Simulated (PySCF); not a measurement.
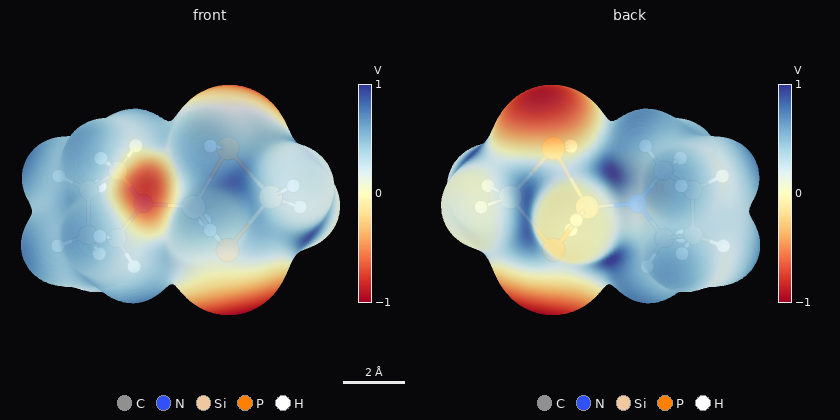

Figure 1: C4H13NP2Si2 (SMILES C1CCN([SiH]2P[SiH2]P2)C1). The molecular electrostatic potential painted on the density surface at 0.002 e/bohr³, seen from the front and from behind; the colour scale runs from red (negative) to blue (positive).

Geometry: PBE0-D3(BJ)/def2-SVP.

The calculation used PySCF, PBE0/pcSseg-1, SCF density, gas phase, non-relativistic.

```xyz
22

C    -2.7347    0.4150   -0.5673
C    -2.4239    0.8557    0.8798
C    -1.1807    0.0376    1.2732
N    -0.5549   -0.3218    0.0124
Si    0.9703    0.2930   -0.5106
P     2.5661    0.1927    1.1133
Si    3.6765   -0.3896   -0.7973
P     1.9320   -0.9603   -2.1576
C    -1.6477   -0.6244   -0.8955
H    -3.7452   -0.0057   -0.6770
H    -2.6648    1.2706   -1.2551
H    -3.2622    0.6763    1.5690
H    -2.2005    1.9322    0.9166
H    -0.4863    0.5824    1.9311
H    -1.4842   -0.8806    1.8123
H     0.9839    1.7094   -1.0177
H     2.2409   -1.1870    1.3306
H     4.6842   -1.4758   -0.6085
H     4.3550    0.8183   -1.3538
H     1.7167   -2.1388   -1.3694
H    -1.3210   -0.6019   -1.9466
H    -2.0243   -1.6463   -0.6962
```

> Describe the electrostatic potential map.

The most negative region (about −1.0 V) lies over P6 and P8, the most positive (about +0.9 V) over Si5 and Si7.

> How polar is the molecule by this calculation?

Its dipole moment is 2.08 D.
